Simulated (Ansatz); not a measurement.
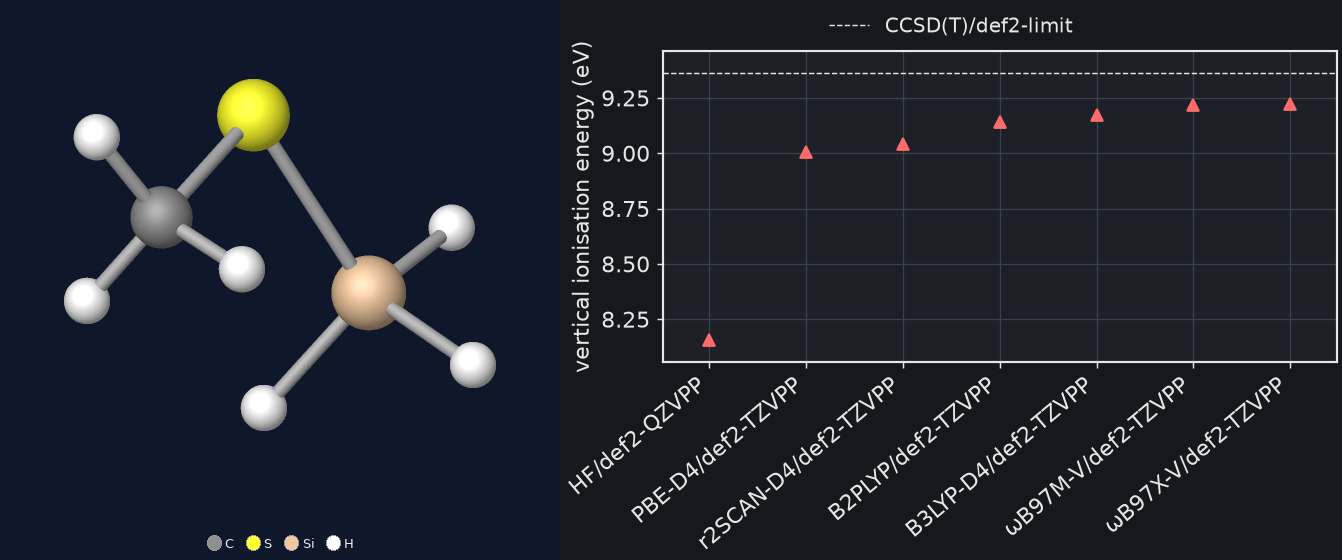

Vertical ionisation energy of CH₆SSi, SMILES CS[SiH3], taken as the energy of the cation less that of the neutral at fixed geometry (unrestricted doublet cation, cores frozen in correlated methods, no spin-orbit coupling), the Ansatz code 0.2.0, at a PBE0-D4/def2-TZVP geometry (a minimum by its frequencies). Limit means an estimate of the basis limit from triple and quadruple zeta; for coupled cluster it is either extrapolated directly or built as the MP2 limit plus the step from MP2 in triple zeta. B2PLYP/def2-TZVPP holds a correlation term that converges slowly with the basis, so part of the distance to the limit is basis error.

> Which level comes closest to the line (CCSD(T)/def2-limit), and which misses most?

Closest ωB97X-V/def2-TZVPP (9.22 eV) and ωB97M-V/def2-TZVPP (9.22 eV), against 9.36 eV; farthest HF/def2-QZVPP (8.16 eV).

> Give the values.

```csv
level,eV,less CCSD(T)/def2-limit
HF/def2-QZVPP,8.16,−1.21
PBE-D4/def2-TZVPP,9.01,−0.36
r2SCAN-D4/def2-TZVPP,9.04,−0.32
B2PLYP/def2-TZVPP,9.14,−0.22
B3LYP-D4/def2-TZVPP,9.17,−0.19
ωB97M-V/def2-TZVPP,9.22,−0.15
ωB97X-V/def2-TZVPP,9.22,−0.14
CCSD(T)/def2-limit,9.36,0.00
```
